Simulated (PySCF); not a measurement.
**C₄H₇NO: density, localisation and related maps**

Input file:

```
{"job": {"kind": "nmr", "xc": "PBE0", "basis": "pcSseg-1", "pop": false}, "charge": 0, "multiplicity": 1}
C      2.101515    -0.481418    -0.180238
N      0.675503    -0.435996    -0.471105
C     -0.142235     0.546169    -0.238662
C     -1.569348     0.425947    -0.426664
C     -2.169163     0.190967     0.824010
O     -1.509481    -0.051740     1.857647
H      2.662378    -0.784821    -1.076340
H      2.291774    -1.204952     0.626733
H      2.436259     0.512307     0.143508
H      0.214299    -1.288453    -0.800869
H      0.367038     1.448491     0.160283
H     -2.068381     0.898447    -1.276852
H     -3.290158     0.225053     0.858550
```

Command:

```sh
OMP_NUM_THREADS=1 python ens_run.py task.json out
```

Geometry: B3LYP-D3(BJ)/def2-SVP.

Method: PySCF, PBE0/pcSseg-1, SCF density, gas phase, non-relativistic.

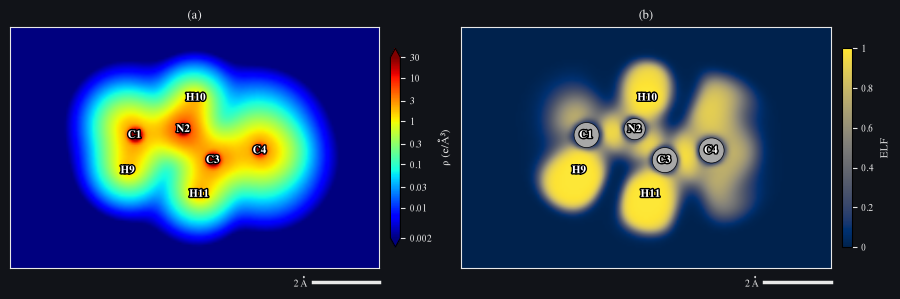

Figure 1. (a) electron density; (b) ELF on the plane of atoms C1, N2 and C3. Grey discs cover the atomic cores in the ELF map.

Read the bonding off the picture.

Answer. The section cuts through C, N and H sites.
C–N (1.30 Å): the density is about 2.6 e/Å³ at the midpoint; the ELF peaks at about 0.90 between the atoms; a covalent bond.
N–H (1.02 Å): ρ at the midpoint is about 2.9 e/Å³; the ELF climbs to about 1 towards the hydrogen, as it does in any bond to H (an ordinary covalent bond to hydrogen).
C–N (1.46 Å): ρ is about 1.9 e/Å³ halfway; the ELF peaks at about 0.95 between the atoms: localised, covalent bonding.
C–H (1.10 Å): ρ at the midpoint is about 2 e/Å³; the ELF climbs to about 1 towards the hydrogen: a covalent bond by its length.

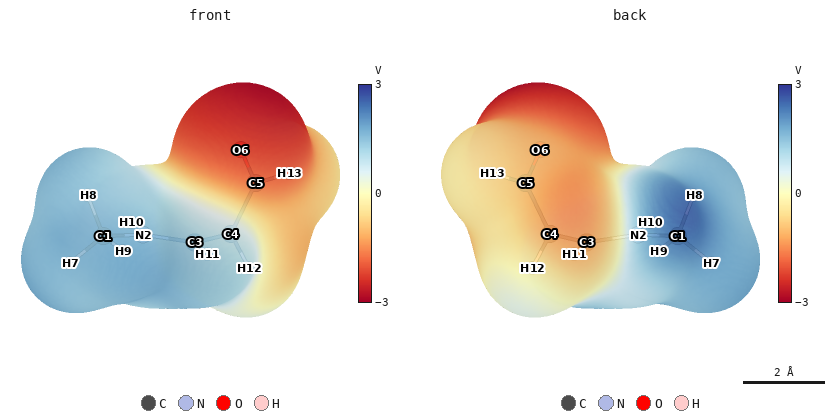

Figure 2. The molecular electrostatic potential painted on the density surface at 0.002 e/bohr³, seen from the front and from behind; the colour scale runs from red (negative) to blue (positive).

Which sites attract a positive test charge, and which a negative one?

Answer. A positive charge is drawn to the negative regions and a negative charge to the positive ones. The most negative region (about −2.9 V) lies over O6, the most positive (about +2.5 V) over H10. O6 is the likeliest acceptor of a hydrogen bond.

How polar is the molecule by this calculation?

Answer. Its dipole moment is 7.29 D.
